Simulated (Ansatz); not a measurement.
**Fields on a plane of ScAl3 (Cu3Au type)**

```
ScAl3
1.0
    4.10550     0.00000     0.00000
    0.00000     4.10550     0.00000
    0.00000     0.00000     4.10550
Al Sc
3 1
Direct
  0.00000   0.50000   0.50000
  0.50000   0.50000   0.00000
  0.50000   0.00000   0.50000
  0.00000   0.00000   0.00000
```

The slice is a {210} plane (indices of the conventional cell) through the point (0.500, 0.500, 0.000) (fractional), spanned by u = [100] and v = [021] in vectors of this cell: u (4.11 Å) and v (9.18 Å, at 90° to u). It covers one period; positions are fractions (u, v).

Atoms on it: Al at (0.50, 0.50); Al at (0.00, 0.00). Other atoms lie within 1 Å of the plane.

Calculation: PBE (plane waves to 420 eV, PAW, scalar-relativistic; Ansatz, a first-principles code). k mesh 11×11×11. Near the nuclei the fields are pseudised (PAW); where an atom keeps semicore shells as valence, they peak there. ScAl3 is run without spin polarisation. ScAl3 was relaxed with its symmetry unable to fall.

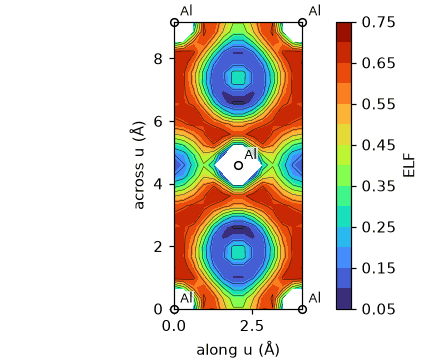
Fig. 1. Electron localisation function (ELF), one period of the plane, atoms marked. Points within 0.5 Å of a nucleus are left white, as the pseudised field means little there.

```
v \ u  0.00  0.15   0.31   0.46  0.62  0.77  0.92
-----  ----  ----  -----  -----  ----  ----  ----
0.86    4.6   5.4    3.4  <-1.0   0.4   5.1   4.9
0.71      x   1.1    4.1    1.8   3.1   3.7     x
0.57    6.0   5.9  <-1.0      x     x   4.1   6.1
0.43    6.0   5.9  <-1.0      x     x   4.1   6.1
0.29      x   1.1    4.1    1.8   3.1   3.7     x
0.14    4.6   5.4    3.4  <-1.0   0.4   5.1   4.9
0.00      x     x    4.4    8.0   7.2     x     x
```

Values: electrostatic potential energy of an electron, from the cell's mean, in eV. Points within 1 Å of a nucleus are blanked (x), as the pseudised field means little there. Values under -1 eV are set to -1. The zero, the cell's mean, hangs on the PAW cores.
